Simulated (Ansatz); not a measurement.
## CdS, response to strain

The reference is CdS in the wurtzite structure (space group P6_3mc, No. 186; a = 4.196 Å, c = 6.830 Å).

Strains are applied to the cell and any free atomic positions relax.

Method: PBE, PAW, 420 eV (Ansatz, a quantum-chemistry and plane-wave program; spin-orbit coupling left out).

Notes on the quantities. energy relative to the base: free energy F.

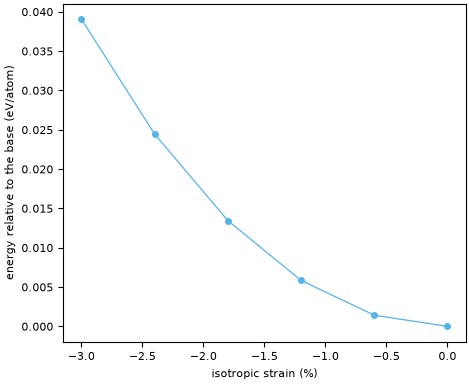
Figure: Energy relative to the base against isotropic strain

From the plot, what is the energy relative to the base for isotropic strain −2.40 %?

About 0.024 eV/atom.

Is the trend monotonic over the range shown?

Yes, it falls throughout, spanning 0 meV/atom to +39 meV/atom.

Stability against distortions was not tested.
